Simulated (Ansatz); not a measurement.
# C₃H₁₁PSi (SMILES CC(C)[SiH2]P): what the fields show

The calculation's input:

```
crystal:
  periodic: [false, false, false]
  atoms:
    - { symbol: C, position_ang: [-0.6117, 1.0006, 1.1367] }
    - { symbol: C, position_ang: [0.5306, 0.2199, 0.6227] }
    - { symbol: C, position_ang: [1.81114, 0.97142, 0.97082] }
    - { symbol: Si, position_ang: [0.57665, -1.63121, 1.06988] }
    - { symbol: P, position_ang: [0.74887, -1.81305, 3.34768] }
    - { symbol: H, position_ang: [-0.6556, 2.0717, 0.6991] }
    - { symbol: H, position_ang: [-0.6011, 1.1489, 2.2194] }
    - { symbol: H, position_ang: [-1.5766, 0.5934, 0.8562] }
    - { symbol: H, position_ang: [0.41877, 0.24198, -0.49873] }
    - { symbol: H, position_ang: [1.99092, 1.08124, 2.00895] }
    - { symbol: H, position_ang: [1.79045, 2.01218, 0.52817] }
    - { symbol: H, position_ang: [2.69986, 0.48061, 0.48117] }
    - { symbol: H, position_ang: [-0.75109, -2.26704, 0.76471] }
    - { symbol: H, position_ang: [1.68308, -2.27568, 0.51348] }
    - { symbol: H, position_ang: [-0.55461, -1.37413, 3.6747] }
    - { symbol: H, position_ang: [0.43054, -3.16635, 3.3987] }
basis:
  gaussian: { orbitals: def2-SVP }
hamiltonian:
  xc: pbe
  dispersion: d4
relax:
  f_tol: 0.015
  max_steps: 40
output:
  orbitals: {}
```

Launched as:

```sh
ansatz run input.yaml --threads 2 --pin off --max-ram 3072MiB --backend cpu --events-out ev --progress --plain --runs-dir out
```

The fields are those of the run's last geometry, not of the input's.

Level of theory: Ansatz, RKS PBE-D4/def2-SVP.

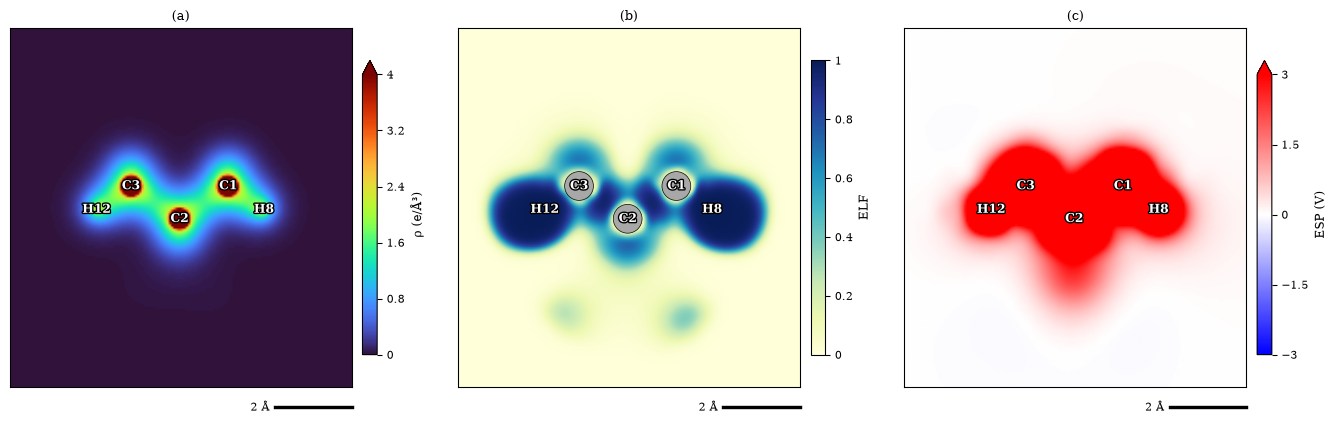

Figure 1. (a) total electron density; (b) ELF; (c) electrostatic potential on the plane of atoms C2, C1 and H8. Grey discs cover the atomic cores in the ELF map.

> What do the fields say about this system?

- The section cuts through C and H sites.
- C–C (1.54 Å): ρ at the midpoint is about 1.6 e/Å³; the ELF peaks at about 0.95 between the atoms, as expected for a covalent bond.
- C–H (1.11 Å): ρ at the midpoint is about 1.9 e/Å³; the ELF climbs to about 1 towards the hydrogen, as it does in any bond to H: a covalent bond by its length.
- The potential has no marked negative region in this plane.

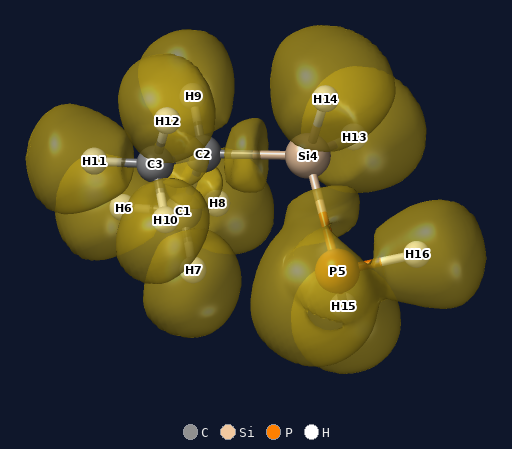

Figure 2. Isosurface of the ELF at 0.75 (yellow), seen at an oblique angle. Only the valence region is drawn (cores and ρ < 0.01 e/Å³ removed).

> Describe the localisation domains.

At this value the surface marks out two regions between bonded C–C atoms (shared pairs), one region between bonded C–Si atoms (shared pairs), nine regions around hydrogen nuclei and one joined region spread over several atoms (H, P), in which their bonds and any lone pairs are merged.


 C–Si (1.91 Å): the ELF peaks at about 0.95 between the atoms, as expected for a covalent bond.

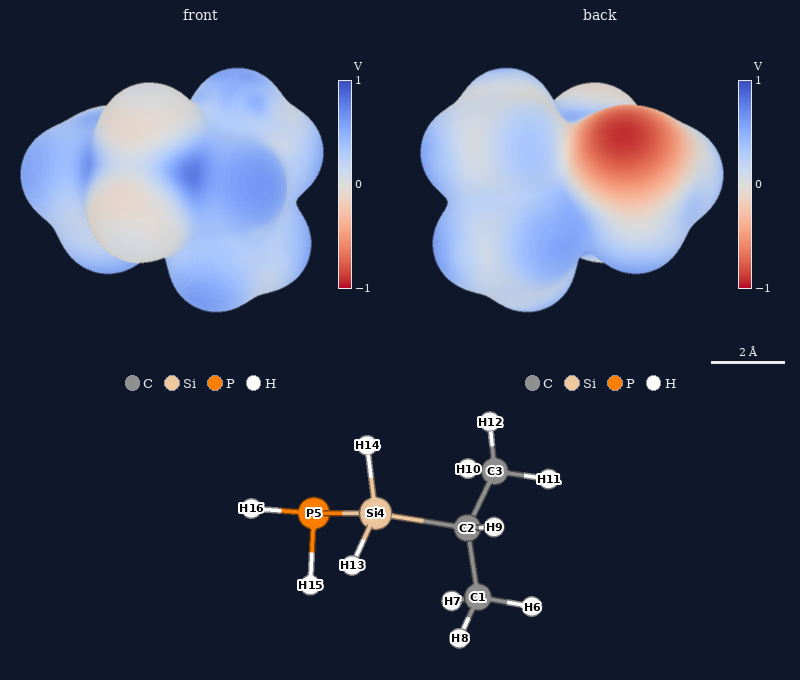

Figure 3. The molecular electrostatic potential painted on the density surface at 0.002 e/bohr³, seen from the front and from behind; the colour scale runs from red (negative) to blue (positive). The bare structure is drawn below in the same view.

> Where is the surface potential most negative and most positive?

The most negative region (about −0.9 V, or −21 kcal/mol for a unit charge) lies over P5, the most positive (about +0.7 V, or +16 kcal/mol for a unit charge) over Si4.
